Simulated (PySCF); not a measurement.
```xyz
7

N     0.7728   -0.3367   -0.3414
C    -0.4153    0.2904    0.0270
F    -1.3507    0.0869   -0.8985
F    -0.2200    1.5993    0.1701
F    -0.9412   -0.1409    1.1964
H     0.6423   -1.3331   -0.4874
H     1.5120   -0.1660    0.3337
```

Geometry: PBE0-D3(BJ)/def2-SVP.

The calculation used PBE0/pcSseg-1, SCF density, gas phase, non-relativistic in PySCF.

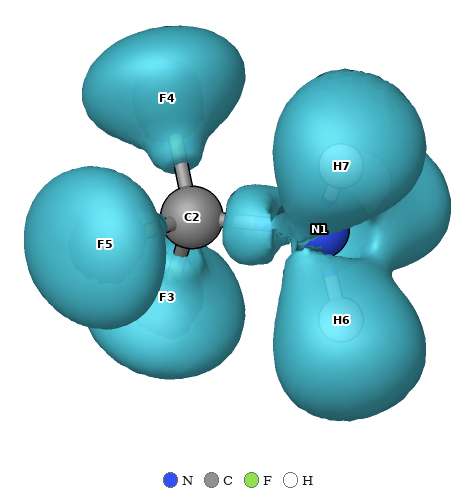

CH2F3N (SMILES NC(F)(F)F). Isosurface of the electron localisation function at 0.75 (cyan), seen at a tilt. Only the valence region is drawn (cores and ρ < 0.01 e/Å³ removed).

> What do the ELF domains correspond to?

At this value the surface marks out three regions on F in which the atom's valence shell and bonds are merged and one joined region spread over several atoms (H, N), in which their bonds and any lone pairs are merged.

Values along the shortest contacts:
C–F (1.33 Å): the ELF peaks at about 0.85 between the atoms, as expected for a polar covalent bond. C–N (1.39 Å): the ELF peaks at about 0.95 between the atoms (localised, covalent bonding).
